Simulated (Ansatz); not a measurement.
**GeH2O···H2O: density, localisation and related maps**

```
atom    x (Å)    y (Å)    z (Å)
  Ge   0.0668  -0.0981  -0.8968
   O   0.8721   0.1634   1.3192
   H   0.6392  -0.6902   1.7353
   H   1.8470   0.1494   1.2502
   O  -0.9733   1.4007  -0.8926
   H  -1.7808   1.2736  -0.3619
   H  -0.9930  -1.0871  -0.1121
```

These are results of RKS PBE-D4/def2-SVP (Ansatz), not measurements.

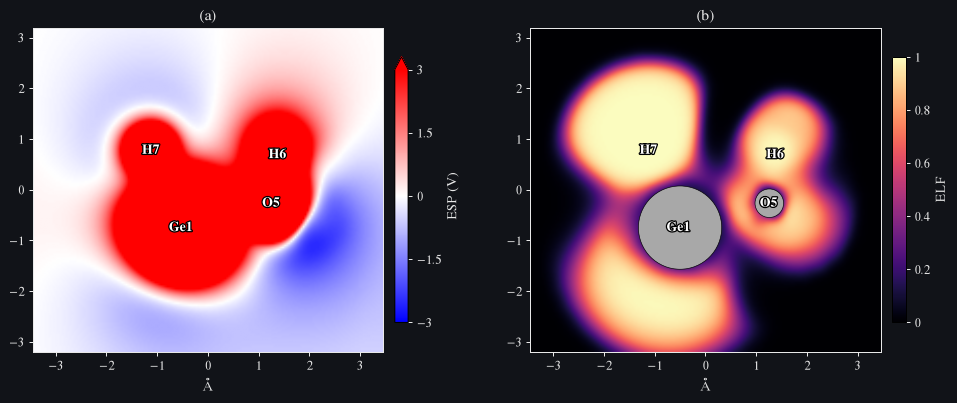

Figure 1. (a) molecular electrostatic potential; (b) ELF on the plane of atoms O5, Ge1 and H7. Grey discs cover the atomic cores in the ELF map.

### What do the fields say about this system?

The section cuts through Ge, O and H sites. Ge–O (1.82 Å): the ELF peaks at about 0.85 in the valence shell of O, 0.6 Å from its nucleus, and is about 0.30 at the midpoint. O–H (0.97 Å): the ELF climbs to about 1 towards the hydrogen, as it does in any bond to H; an ordinary covalent bond to hydrogen. Ge–H (1.65 Å): the ELF climbs to about 1 towards the hydrogen. The ELF also peaks beside O5, away from the bonds: lone-pair regions. Outside the dense part of the complex the potential is most negative (−2.5 V) near O5.

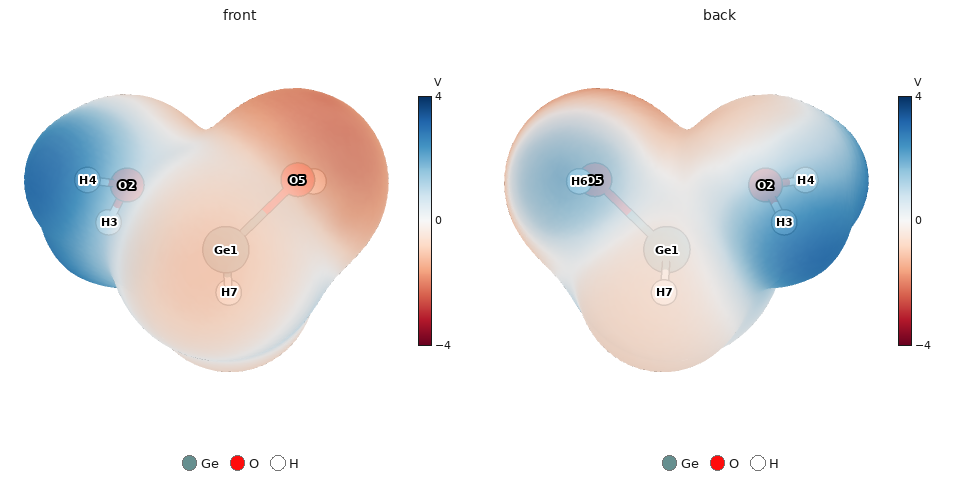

Figure 2. The electrostatic potential painted on the density surface at 0.002 e/bohr³, seen from the front and from behind; the colour scale runs from red (negative) to blue (positive).

### Which sites attract a positive test charge, and which a negative one?

A positive charge is drawn to the negative regions and a negative charge to the positive ones. The most negative region (about −2.0 V) lies over O5, the most positive (about +3.0 V) over H3 and H4. O5 is the likeliest acceptor of a hydrogen bond.

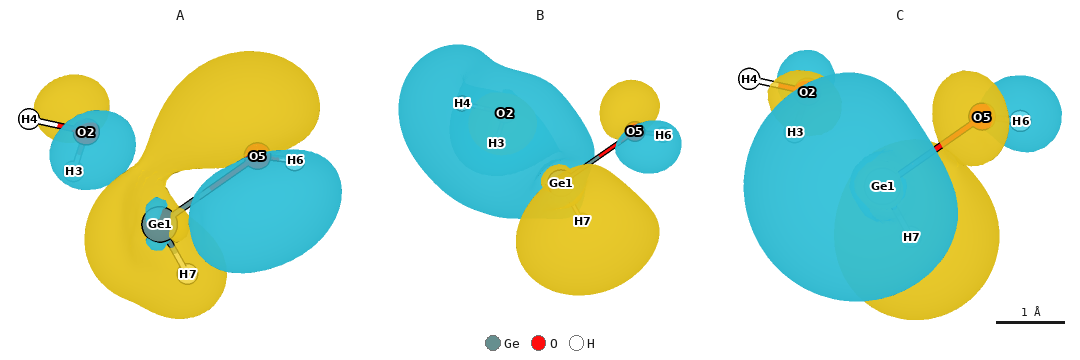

Figure 3. Three frontier orbitals at ±0.08 Å⁻³ᐟ² (yellow and cyan are the two phases), in no order.

### Which picture is the HOMO−1, the HOMO and the LUMO?

A is the HOMO−1 (−6.47 eV). By Hirshfeld shares it lies mainly on O5 (about 75 %) and Ge1 (about 15 %); largely a lone pair of O5. C is the HOMO (−5.02 eV). It lies mainly on Ge1 (about 65 %) and H7 (about 25 %). B is the LUMO (−1.47 eV). By Hirshfeld shares it lies mainly on Ge1 (about 55 %), O2 (about 15 %), H4 (about 10 %), H3 (about 10 %) and O5 (about 10 %).

### What is the HOMO–LUMO gap?

3.55 eV between the orbital energies.
